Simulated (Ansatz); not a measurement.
# Si₂H₄F₂ (built from SMILES F[Si]F.[SiH4]): search for a transition state

Aim: find the saddle point of a insertion of a carbenoid that is to form Si1–H4, Si1–Si5 and break H4–Si5, prove it by its vibrations, and relax downhill on both sides to see what it joins.

Program: Ansatz 0.2.0, Gaussian basis. Level of theory: PBE0-D4, def2-SVP first, then def2-TZVP. These are calculated values, not measurements.

114 further runs of the same task are left out: 114 set aside as unsound or not needed.

## (1) Starting geometry

The guess: 8 atoms, charge 0, spin multiplicity 1.

Atoms are counted from 1 here; the program's logs count them from 0.

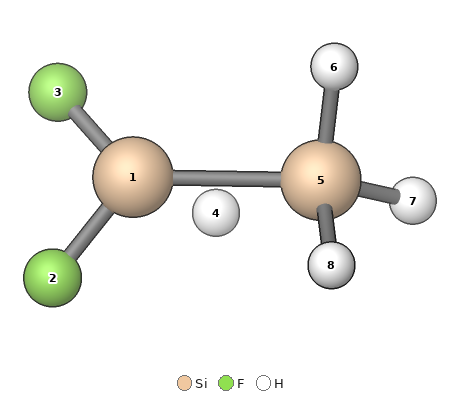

Start geometry, drawn with silicon light orange, fluorine green, hydrogen white; atoms are numbered from 1 in the order of the file.

Geometry (Å):

```
Si   -0.7509   -0.7669   -0.6683
F    -0.1767   -1.7957   -1.7655
F    -1.9336   -0.1769   -1.5873
H     0.4714    0.6077   -1.0771
Si    0.4591    0.4125    0.9446
H    -0.7118    0.9478    1.6402
H     1.4510    1.5182    1.0603
H     1.1916   -0.7468    1.4533
```

Distances that are to change: Si1–H4 1.88 Å, Si1–Si5 2.34 Å, H4–Si5 2.03 Å.

## (2) Constrained relaxation of the guess

Contents of hold/in.yaml:

```yaml
crystal:
  periodic: [false, false, false]
  atoms:
    - {symbol: Si, position_ang: [-0.750900, -0.766900, -0.668300]}
    - {symbol: F, position_ang: [-0.176700, -1.795700, -1.765500]}
    - {symbol: F, position_ang: [-1.933600, -0.176900, -1.587300]}
    - {symbol: H, position_ang: [0.471400, 0.607700, -1.077100]}
    - {symbol: Si, position_ang: [0.459100, 0.412500, 0.944600]}
    - {symbol: H, position_ang: [-0.711800, 0.947800, 1.640200]}
    - {symbol: H, position_ang: [1.451000, 1.518200, 1.060300]}
    - {symbol: H, position_ang: [1.191600, -0.746800, 1.453300]}
basis:
  gaussian: {orbitals: def2-SVP}
hamiltonian: {xc: pbe0, dispersion: d4}
relax: {f_tol: 0.04, max_steps: 150, escape_saddle: false, constraints: [{distance: [0, 3]}, {distance: [0, 4]}, {distance: [3, 4]}]}
```

Run with:

```console
ansatz run in.yaml --threads 4 --pin off --events-out ev --progress --plain --max-ram 9574MiB
```

Log, cut to the lines that bear on the results:

```text
Functional definition: PBE0
  name "PBE0"
  cite "Adamo & Barone, J. Chem. Phys. 110, 6158 (1999) doi:10.1063/1.478522"
  cite "Perdew, Burke & Ernzerhof, Phys. Rev. Lett. 77, 3865 (1996) doi:10.1103/PhysRevLett.77.3865"
  parent pbe
[...]
836 factors; integrals over basis functions are off by at most 4.0e-4 eV
[...]
mean field -21232.85277854 eV, -780.2929474668 hartree, gradient 3.7e-5 eV, S^2 0.000000; 0 other end points of the search recorded, 0 dependent functions left out
[...]
reference -21232.85280309 eV, -780.2929483691 hartree; 25, 25 occupied and 59, 59 virtual orbitals, 836 factors
relax step   1: F+E_penalty+E_count = -21232.99386006 eV  Δ(F+E_penalty+E_count) = +0.000e0 eV  max|allowed force component| = 7.239e-1 eV/Å  Δτ_max = 0.0000 Å  (24 SCF iters, accepted)
[...]
relax step   3: F+E_penalty+E_count = -21233.18885627 eV  Δ(F+E_penalty+E_count) = -4.819e-2 eV  max|allowed force component| = 4.041e-1 eV/Å  Δτ_max = 0.2000 Å  (29 SCF iters, accepted)
[...]
relax step   5: F+E_penalty+E_count = -21233.24375648 eV  Δ(F+E_penalty+E_count) = -2.339e-2 eV  max|allowed force component| = 1.994e-1 eV/Å  Δτ_max = 0.0626 Å  (28 SCF iters, accepted)
[...]
relax step   7: F+E_penalty+E_count = -21233.47836808 eV  Δ(F+E_penalty+E_count) = -1.283e-1 eV  max|allowed force component| = 1.575e0 eV/Å  Δτ_max = 0.1952 Å  (28 SCF iters, accepted)
[...]
relax step  11: F+E_penalty+E_count = -21233.77170768 eV  Δ(F+E_penalty+E_count) = -1.200e-2 eV  max|allowed force component| = 3.445e-2 eV/Å  Δτ_max = 0.0800 Å  (24 SCF iters, accepted)
  distance Si 0 - H 3 held at 1.884319 Å   reaction = +2.5474e0 eV/Å
  distance Si 0 - Si 4 held at 2.335922 Å   reaction = +1.2815e0 eV/Å
  distance H 3 - Si 4 held at 2.031139 Å   reaction = -1.7136e0 eV/Å
836 factors; integrals over basis functions are off by at most 6.1e-4 eV
mean field -21233.63001858 eV, -780.3215105116 hartree, gradient 6.7e-5 eV, S^2 0.000000; 1 other end points of the search recorded, 0 dependent functions left out
[...]
reference -21233.63004300 eV, -780.3215114089 hartree; 25, 25 occupied and 59, 59 virtual orbitals, 836 factors
Total energy: -21233.77173210 eV, -780.3267183872 hartree
Atom 0 at    -0.654202    -0.518219    -0.926710 Å, force     2.823142     1.490154     1.190919 eV/Å
Atom 1 at    -0.646170    -2.069708    -1.345016 Å, force     0.001867     0.031076    -0.002152 eV/Å
Atom 2 at    -1.630278     0.239500    -1.953606 Å, force     0.034455    -0.010275    -0.009082 eV/Å
Atom 3 at     1.075392     0.224911    -0.843503 Å, force    -1.685159    -1.154990    -1.690189 eV/Å
Atom 4 at     0.274272     0.387835     1.015849 Å, force    -1.183451    -0.374497     0.504587 eV/Å
Atom 5 at    -0.394181     0.482970     2.366652 Å, force     0.006050    -0.004503     0.009461 eV/Å
Atom 6 at     0.528844     1.773931     0.537419 Å, force    -0.000537     0.009432    -0.002573 eV/Å
Atom 7 at     1.446422    -0.521321     1.149115 Å, force     0.003632     0.013603    -0.000971 eV/Å
Dipole moment:    -0.015190     0.042981     0.178061 e Å
```

Run time: 29 s. Hardware: 4 threads of Intel Xeon at 2.50GHz, shared host; peak memory 0.18 GiB.

Relaxation path:

| step | energy from step 1 (eV) | largest force component (eV/Å) |
| --- | --- | --- |
| 1 | 0.0000 | 0.7239 |
| 2 | -0.1468 | 0.3420 |
| 3 | -0.1950 | 0.4041 |
| 4 | -0.2265 | 0.1845 |
| 5 | -0.2499 | 0.1994 |
| 6 | -0.3562 | 0.7482 |
| 7 | -0.4845 | 1.5750 |
| 8 | -0.6013 | 1.9584 |
| 9 | -0.7516 | 0.5334 |
| 10 | -0.7658 | 0.3773 |
| 11 | -0.7778 | 0.0345 |

Distances of close pairs at the start and the end, largest changes first:

| bond | before (Å) | after (Å) | change (Å) |
| --- | --- | --- | --- |
| Si5–H6 | 1.463 | 1.510 | +0.047 |
| Si5–H8 | 1.463 | 1.489 | +0.027 |
| Si1–F3 | 1.610 | 1.607 | -0.003 |
| Si1–F2 | 1.610 | 1.607 | -0.003 |
| Si5–H7 | 1.490 | 1.488 | -0.002 |
| Si1–Si5 | 2.336 | 2.336 | -0.000 |

## (3) Force constants to start from

Contents of hessian/in.yaml:

```yaml
crystal:
  periodic: [false, false, false]
  atoms:
    - {symbol: Si, position_ang: [-0.654202, -0.518219, -0.926710]}
    - {symbol: F, position_ang: [-0.646170, -2.069708, -1.345016]}
    - {symbol: F, position_ang: [-1.630278, 0.239500, -1.953606]}
    - {symbol: H, position_ang: [1.075392, 0.224911, -0.843503]}
    - {symbol: Si, position_ang: [0.274272, 0.387835, 1.015849]}
    - {symbol: H, position_ang: [-0.394181, 0.482970, 2.366652]}
    - {symbol: H, position_ang: [0.528844, 1.773931, 0.537419]}
    - {symbol: H, position_ang: [1.446422, -0.521321, 1.149115]}
basis:
  gaussian: {orbitals: def2-SVP}
hamiltonian: {xc: pbe0, dispersion: d4}
phonons: {}
scf: {lower_state_search: off}
```

Run with:

```console
ansatz run in.yaml --threads 4 --pin off --events-out ev --progress --plain --max-ram 9574MiB
```

Log, cut to the lines that bear on the results:

```text
[... 5 set-up lines as earlier in the session ...]
[...]
840 factors; integrals over basis functions are off by at most 4.2e-4 eV
[...]
mean field -21233.63005199 eV, -780.3215117393 hartree, gradient 7.4e-6 eV, S^2 0.000000; 0 other end points of the search recorded, 0 dependent functions left out
[...]
reference -21233.63007588 eV, -780.3215126171 hartree; 25, 25 occupied and 59, 59 virtual orbitals, 840 factors
[... from here to the last solve, the lines of the solves are left out (47 solves) ...]
840 factors; integrals over basis functions are off by at most 4.2e-4 eV
mean field -21233.63003976 eV, -780.3215112897 hartree, gradient 6.6e-6 eV, S^2 0.000000; 0 other end points of the search recorded, 0 dependent functions left out
[...]
WARN: phonons: modes at or below zero, which the zero-point energy, F, S and C_V leave out: 1, the lowest at -253.99 cm⁻¹. A minimum has none, and a first-order saddle one
[...]
Atom 0 at    -0.654202    -0.518219    -0.926710 Å, force     2.823168     1.490150     1.191116 eV/Å
Atom 1 at    -0.646170    -2.069708    -1.345016 Å, force     0.001798     0.031025    -0.002268 eV/Å
Atom 2 at    -1.630278     0.239500    -1.953606 Å, force     0.034411    -0.010279    -0.009141 eV/Å
Atom 3 at     1.075392     0.224911    -0.843503 Å, force    -1.685129    -1.154975    -1.690096 eV/Å
Atom 4 at     0.274272     0.387835     1.015849 Å, force    -1.183400    -0.374487     0.504401 eV/Å
Atom 5 at    -0.394181     0.482970     2.366652 Å, force     0.006055    -0.004508     0.009437 eV/Å
Atom 6 at     0.528844     1.773931     0.537419 Å, force    -0.000552     0.009445    -0.002535 eV/Å
Atom 7 at     1.446422    -0.521321     1.149115 Å, force     0.003650     0.013630    -0.000915 eV/Å
Dipole moment:    -0.015195     0.042982     0.178065 e Å
Vibrations: -253.99 133.60 271.39 274.98 327.04 442.97 562.65 601.51 832.42 849.72 903.11 947.90 988.59 995.43 1240.52 2148.23 2241.58 2269.27 cm⁻¹, zero-point energy 0.993789 eV
Checks for a lower state left out: stability, starts, cluster_reference, orbital_swaps, neighbouring_geometries, increment
```

Wall time 72 s (4 threads of Intel Xeon at 2.50GHz, shared host); peak memory 0.16 GiB.

The structure is not stationary yet, so these wavenumbers are no spectrum; the search needs only the force constants.

## (4) Saddle search in the small basis

A small driver takes partitioned rational-function steps: uphill along one mode, downhill along the rest. It calls the program once a step for energy and forces and updates the Hessian by Bofill's formula. It stops when the largest force is under 0.04 eV/Å and the followed curvature is negative. The first step's input:

Contents of presaddle/in.yaml:

```yaml
crystal:
  periodic: [false, false, false]
  atoms:
    - {symbol: Si, position_ang: [-0.654202, -0.518219, -0.926710]}
    - {symbol: F, position_ang: [-0.646170, -2.069708, -1.345016]}
    - {symbol: F, position_ang: [-1.630278, 0.239500, -1.953606]}
    - {symbol: H, position_ang: [1.075392, 0.224911, -0.843503]}
    - {symbol: Si, position_ang: [0.274272, 0.387835, 1.015849]}
    - {symbol: H, position_ang: [-0.394181, 0.482970, 2.366652]}
    - {symbol: H, position_ang: [0.528844, 1.773931, 0.537419]}
    - {symbol: H, position_ang: [1.446422, -0.521321, 1.149115]}
basis:
  gaussian: {orbitals: def2-SVP}
hamiltonian: {xc: pbe0, dispersion: d4}
output: {forces: true}
scf: {lower_state_search: off}
```

Run with:

```console
ansatz run in.yaml --threads 4 --pin off --events-out ev --progress --plain --max-ram 9574MiB
```

The driver's record:

| step | energy (eV) | largest force (eV/Å) | followed curvature (eV/Å²) |
| --- | --- | --- | --- |
| 1 | -21233.77176 | 2.8231 | -1.08 |
| 2 | -21233.10601 | 1.7250 | -3.49 |
| 3 | -21232.85765 | 1.5425 | -4.70 |
| 4 | -21233.19933 | 0.8250 | -5.27 |
| 5 | -21233.31965 | 0.9754 | -5.08 |
| 6 | -21233.36888 | 0.4774 | -3.70 |
| 7 | -21233.36002 | 1.6119 | -3.64 |
| 8 | -21233.38144 | 1.2045 | -4.35 |
| 9 | -21233.40798 | 0.7508 | -3.45 |
| 10 | -21233.39159 | 0.5009 | -3.05 |
| 11 | -21233.39392 | 0.2028 | -3.13 |
| 12 | -21233.39390 | 0.1070 | -4.77 |
| 13 | -21233.39553 | 0.1619 | -4.85 |
| 14 | -21233.39751 | 0.0832 | -5.25 |
| 15 | -21233.39767 | 0.0621 | -5.09 |
| 16 | -21233.39770 | 0.0168 | -5.25 |

The 16 steps took 27 s in all (4 threads of Intel Xeon at 2.50GHz, shared host).

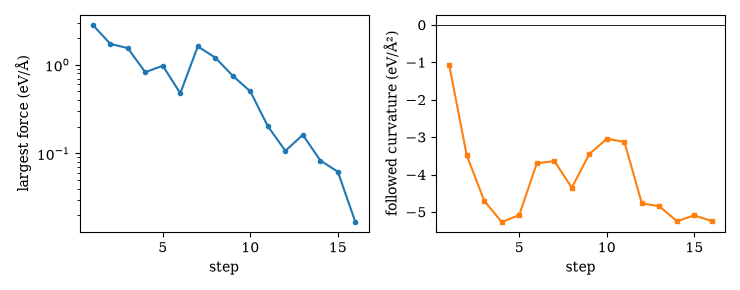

Largest force and followed curvature during the search.

## (5) Saddle search in triple zeta

The search itself is an outer loop (partitioned rational-function steps, Bofill update of the Hessian). Each step is one single-point run with forces. It stops when the largest force is under 0.01 eV/Å and the followed curvature is negative. The first step's input:

Contents of saddle/in.yaml:

```yaml
crystal:
  periodic: [false, false, false]
  atoms:
    - {symbol: Si, position_ang: [-0.991716, -0.610525, -0.748064]}
    - {symbol: F, position_ang: [-0.478512, -2.005724, -1.405176]}
    - {symbol: F, position_ang: [-1.436282, 0.293745, -2.022785]}
    - {symbol: H, position_ang: [0.636972, 0.076139, -0.724432]}
    - {symbol: Si, position_ang: [0.415445, 0.416736, 0.911822]}
    - {symbol: H, position_ang: [-0.445712, 0.401359, 2.144703]}
    - {symbol: H, position_ang: [0.691999, 1.854983, 0.618835]}
    - {symbol: H, position_ang: [1.607905, -0.426814, 1.225298]}
basis:
  gaussian: {orbitals: def2-TZVP}
hamiltonian: {xc: pbe0, dispersion: d4}
output: {forces: true}
scf: {lower_state_search: off}
```

Run with:

```console
ansatz run in.yaml --threads 4 --pin off --events-out ev --progress --plain --max-ram 9574MiB
```

Step by step:

| step | energy (eV) | largest force (eV/Å) | followed curvature (eV/Å²) |
| --- | --- | --- | --- |
| 1 | -21246.17391 | 0.8770 | -5.25 |
| 2 | -21246.19486 | 0.1623 | -5.35 |
| 3 | -21246.19911 | 0.1392 | -5.37 |
| 4 | -21246.20828 | 0.2297 | -5.34 |
| 5 | -21246.21946 | 0.3127 | -5.32 |
| 6 | -21246.23144 | 0.1078 | -5.39 |
| 7 | -21246.09890 | 1.6787 | -5.52 |
| 8 | -21246.22896 | 0.2642 | -5.36 |
| 9 | -21246.23603 | 0.2529 | -6.28 |
| 10 | -21246.23324 | 0.1895 | -5.38 |
| 11 | -21246.23395 | 0.2541 | -5.32 |
| 12 | -21246.23495 | 0.1416 | -5.24 |
| 13 | -21246.23594 | 0.0706 | -6.45 |
| 14 | -21246.23593 | 0.0468 | -6.59 |
| 15 | -21246.23609 | 0.0126 | -6.65 |
| 16 | -21246.23604 | 0.0344 | -6.64 |
| 17 | -21246.23611 | 0.0052 | -6.66 |

The 17 steps took 58 s in all (4 threads of Intel Xeon at 2.50GHz, shared host).

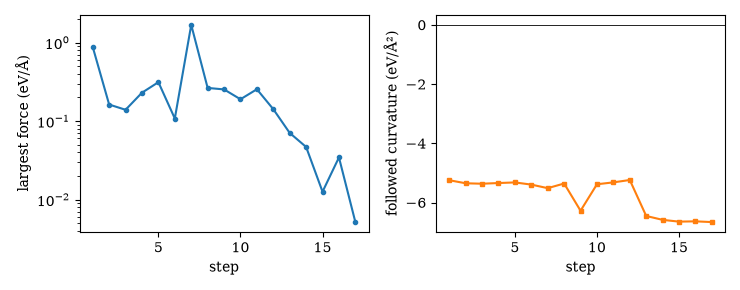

Largest force and followed curvature during the search.

Geometry at the end of the search:

```xyz
8

Si   -0.86315   -0.69699   -0.72160
F    -0.17053   -1.91295   -1.49191
F    -1.69479    0.07711   -1.84555
H     0.53184    0.33859   -0.81192
Si    0.37752    0.44764    0.90662
H    -0.55582    0.64532    2.05483
H     1.05483    1.76668    0.74525
H     1.32020   -0.66550    1.16448
```

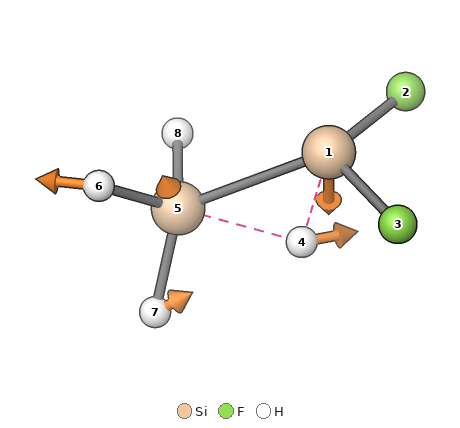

The point found; broken lines mark the pairs that react, arrows the followed mode.

## (6) Vibrations at the point found

Contents of vib/in.yaml:

```yaml
crystal:
  periodic: [false, false, false]
  atoms:
    - {symbol: Si, position_ang: [-0.863145, -0.696991, -0.721604]}
    - {symbol: F, position_ang: [-0.170530, -1.912946, -1.491907]}
    - {symbol: F, position_ang: [-1.694793, 0.077112, -1.845551]}
    - {symbol: H, position_ang: [0.531838, 0.338588, -0.811920]}
    - {symbol: Si, position_ang: [0.377515, 0.447641, 0.906622]}
    - {symbol: H, position_ang: [-0.555820, 0.645316, 2.054825]}
    - {symbol: H, position_ang: [1.054833, 1.766676, 0.745254]}
    - {symbol: H, position_ang: [1.320203, -0.665496, 1.164481]}
basis:
  gaussian: {orbitals: def2-TZVP}
hamiltonian: {xc: pbe0, dispersion: d4}
phonons: {temperatures: {t_min: 298.15, t_max: 900, t_step: 200}}
```

Run with:

```console
ansatz run in.yaml --threads 4 --pin off --events-out ev --progress --plain --max-ram 9574MiB
```

Log, cut to the lines that bear on the results:

```text
[... 5 set-up lines as earlier in the session ...]
[...]
1024 factors; their error is unknown
[...]
mean field -21246.10305331 eV, -780.7798860834 hartree, gradient 3.5e-5 eV, S^2 0.000000; 0 other end points of the search recorded, 0 dependent functions left out
[...]
reference -21246.10308351 eV, -780.7798871930 hartree; 25, 25 occupied and 135, 135 virtual orbitals, 1024 factors
[... from here to the last solve, the lines of the solves are left out (47 solves) ...]
1024 factors; their error is unknown
mean field -21246.10303836 eV, -780.7798855338 hartree, gradient 2.2e-6 eV, S^2 0.000000; 0 other end points of the search recorded, 0 dependent functions left out
[...]
WARN: phonons: modes at or below zero, which the zero-point energy, F, S and C_V leave out: 1, the lowest at -514.33 cm⁻¹. A minimum has none, and a first-order saddle one
[...]
Total energy: -21246.23610775 eV, -780.7847757436 hartree
Atom 0 at    -0.863145    -0.696991    -0.721604 Å, force    -0.004561    -0.005167     0.001018 eV/Å
Atom 1 at    -0.170530    -1.912946    -1.491907 Å, force     0.000448     0.003950     0.000568 eV/Å
Atom 2 at    -1.694793     0.077112    -1.845551 Å, force     0.000363     0.000054    -0.001484 eV/Å
Atom 3 at     0.531838     0.338588    -0.811920 Å, force     0.002865     0.001477    -0.000037 eV/Å
Atom 4 at     0.377515     0.447641     0.906622 Å, force    -0.000549    -0.001830    -0.000254 eV/Å
Atom 5 at    -0.555820     0.645316     2.054825 Å, force     0.001598     0.000255    -0.000147 eV/Å
Atom 6 at     1.054833     1.766676     0.745254 Å, force     0.000482    -0.000283    -0.000269 eV/Å
Atom 7 at     1.320203    -0.665496     1.164481 Å, force    -0.000647     0.001545     0.000606 eV/Å
Dipole moment:     0.091339     0.125373     0.318778 e Å
Vibrations: -514.33 132.89 187.59 266.93 400.49 431.65 546.50 739.79 851.07 890.46 912.90 915.90 1021.03 1233.70 1481.13 2159.16 2185.95 2261.58 cm⁻¹, zero-point energy 1.030230 eV
```

It took 2.4 min on 4 threads of Intel Xeon at 2.50GHz, shared host; peak memory 0.34 GiB.

Wavenumbers and character of the modes:

| mode | wavenumber (cm⁻¹) | character |
| --- | --- | --- |
| 1 | 514i | changes Si1–H4, Si1–Si5, H4–Si5 |
| 2 | 133 | bend |
| 3 | 188 | torsion |
| 4 | 267 | bend |
| 5 | 400 | Si–Si stretch with torsion |
| 6 | 432 | bend |
| 7 | 546 | bend with torsion |
| 8 | 740 | not assigned (largely outside the bonds, angles and torsions drawn) |
| 9 | 851 | Si–F stretch with bend |
| 10 | 890 | Si–F stretch with bend |
| 11 | 913 | Si–F stretch |
| 12 | 916 | bend with Si–F stretch |
| 13 | 1021 | bend |
| 14 | 1234 | not assigned (largely outside the bonds, angles and torsions drawn) |
| 15 | 1481 | not assigned (largely outside the bonds, angles and torsions drawn) |
| 16 | 2159 | Si–H stretch |
| 17 | 2186 | Si–H stretch |
| 18 | 2262 | Si–H stretch |

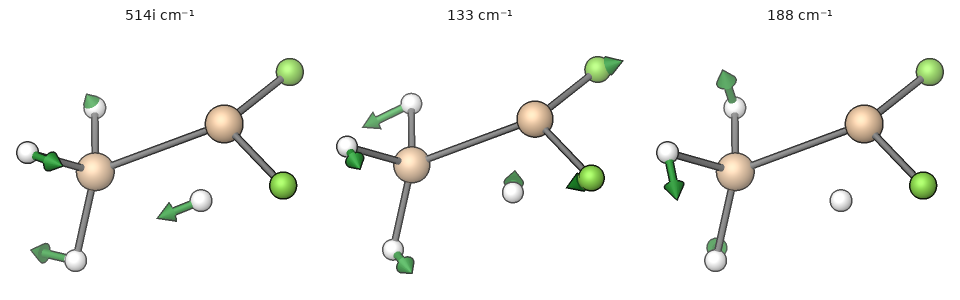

Displacements of 3 modes, as arrows.

Vibrational sums (real modes only):

| T (K) | entropy (J/mol/K) | heat capacity (J/mol/K) |
| --- | --- | --- |
| 298 | 42.3 | 54.2 |
| 498 | 77.4 | 82.5 |
| 698 | 108.3 | 100.3 |
| 898 | 135.0 | 111.8 |

## (7) Relaxing after a step of 0.30 Å one way along the mode

Contents of downa/in.yaml:

```yaml
crystal:
  periodic: [false, false, false]
  atoms:
    - {symbol: Si, position_ang: [-0.616181, -0.543425, -0.795265]}
    - {symbol: F, position_ang: [-0.199120, -1.877515, -1.448603]}
    - {symbol: F, position_ang: [-1.734037, 0.067555, -1.839546]}
    - {symbol: H, position_ang: [0.571436, 0.241486, -0.978717]}
    - {symbol: Si, position_ang: [0.227048, 0.385896, 0.995049]}
    - {symbol: H, position_ang: [-0.499662, 0.679083, 2.255346]}
    - {symbol: H, position_ang: [0.968736, 1.679605, 0.651859]}
    - {symbol: H, position_ang: [1.281880, -0.632785, 1.160076]}
basis:
  gaussian: {orbitals: def2-TZVP}
hamiltonian: {xc: pbe0, dispersion: d4}
relax: {f_tol: 0.005, max_steps: 200}
```

Run with:

```console
ansatz run in.yaml --threads 4 --pin off --events-out ev --progress --plain --max-ram 9574MiB
```

Log, cut to the lines that bear on the results:

```text
[... 5 set-up lines as earlier in the session ...]
[...]
1024 factors; their error is unknown
[...]
mean field -21246.57411783 eV, -780.7971973851 hartree, gradient 4.7e-5 eV, S^2 0.000000; 0 other end points of the search recorded, 0 dependent functions left out
[...]
reference -21246.57414774 eV, -780.7971984841 hartree; 25, 25 occupied and 135, 135 virtual orbitals, 1024 factors
relax step   1: F+E_penalty+E_count = -21246.70179396 eV  Δ(F+E_penalty+E_count) = +0.000e0 eV  max|allowed force component| = 2.063e0 eV/Å  Δτ_max = 0.0000 Å  (25 SCF iters, accepted)
[...]
reference -21248.51628796 eV, -780.8685708211 hartree; 25, 25 occupied and 135, 135 virtual orbitals, 1024 factors
Total energy: -21248.64382032 eV, -780.8732575487 hartree
Atom 0 at    -0.281251    -0.347277    -1.051172 Å, force     0.001455     0.001252     0.000888 eV/Å
Atom 1 at    -0.626840    -1.901908    -1.003747 Å, force    -0.001029    -0.001151    -0.000233 eV/Å
Atom 2 at    -1.606339     0.411639    -1.505954 Å, force    -0.000733    -0.000436    -0.000035 eV/Å
Atom 3 at     0.725945    -0.152989    -2.120586 Å, force     0.000325     0.000146    -0.000142 eV/Å
Atom 4 at     0.342879     0.380754     1.085619 Å, force    -0.000091     0.000221    -0.000291 eV/Å
Atom 5 at    -0.756401     0.123832     2.050919 Å, force    -0.000040    -0.000051    -0.000232 eV/Å
Atom 6 at     0.636981     1.836913     1.035239 Å, force     0.000138    -0.000003     0.000166 eV/Å
Atom 7 at     1.565125    -0.351063     1.509882 Å, force    -0.000026     0.000021    -0.000121 eV/Å
Dipole moment:     0.276289     0.149179     0.148570 e Å
```

Wall time 73 s (4 threads of Intel Xeon at 2.50GHz, shared host); peak memory 0.35 GiB.

The steps of the relaxation:

| step | energy from step 1 (eV) | largest force component (eV/Å) |
| --- | --- | --- |
| 1 | 0.0000 | 2.0632 |
| 2 | -0.7692 | 1.7286 |
| 3 | -1.2650 | 1.0596 |
| 4 | -1.5171 | 0.6596 |
| 5 | -1.7274 | 0.3584 |
| 6 | -1.8499 | 0.2677 |
| 7 | -1.9153 | 0.2142 |
| 8 | -1.9358 | 0.2553 |
| 9 | -1.9406 | 0.0136 |
| 10 | -1.9413 | 0.0420 |
| 11 | -1.9417 | 0.0580 |
| 12 | -1.9418 | 0.0557 |
| 13 | -1.9420 | 0.0269 |
| 14 | -1.9420 | 0.0090 |
| 15 | -1.9420 | 0.0062 |
| 16 | -1.9420 | 0.0015 |

Close pairs (by a distance rule), those that changed most:

| bond | before (Å) | after (Å) | change (Å) |
| --- | --- | --- | --- |
| Si1–Si5 | 2.186 | 2.342 | +0.156 |
| Si1–F3 | 1.647 | 1.593 | -0.054 |
| Si1–F2 | 1.543 | 1.593 | +0.050 |
| Si1–H4 | 1.435 | 1.482 | +0.047 |
| Si5–H7 | 1.530 | 1.486 | -0.044 |
| Si5–H8 | 1.476 | 1.486 | +0.011 |
| Si5–H6 | 1.484 | 1.485 | +0.001 |

[end of part 1 of 2]
